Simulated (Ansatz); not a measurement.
The structure below was relaxed with Ansatz (an electronic-structure program) PBEsol, no spin-orbit coupling.

```
W
1.0
   -1.57715     1.57715     1.57715
    1.57715    -1.57715     1.57715
    1.57715     1.57715    -1.57715
W
1
Direct
  0.00000   0.00000   0.00000
```

Find the space group and the Wyckoff positions.

Space group Im-3m (No. 229); a = b = c = 3.1543 Å, α = β = γ = 90.00°

```
atom  site  symmetry       x       y       z
----  ----  --------  ------  ------  ------
W       2a      m-3m  0.0000  0.0000  0.0000
```

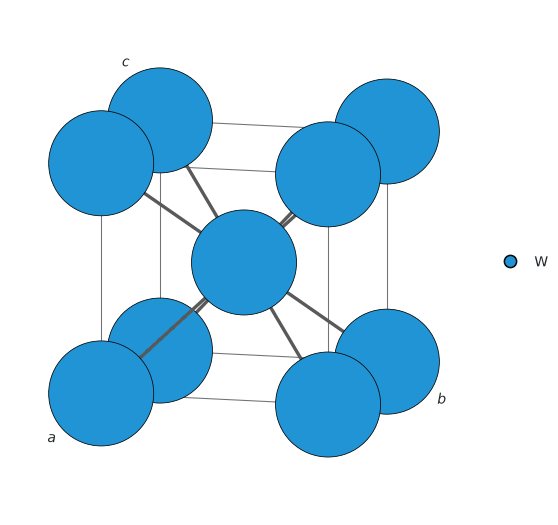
Figure. The conventional cell

Stability against distortions was not tested. The final runs are not spin-polarised. The cell was made from Mo by this change: Mo → W.
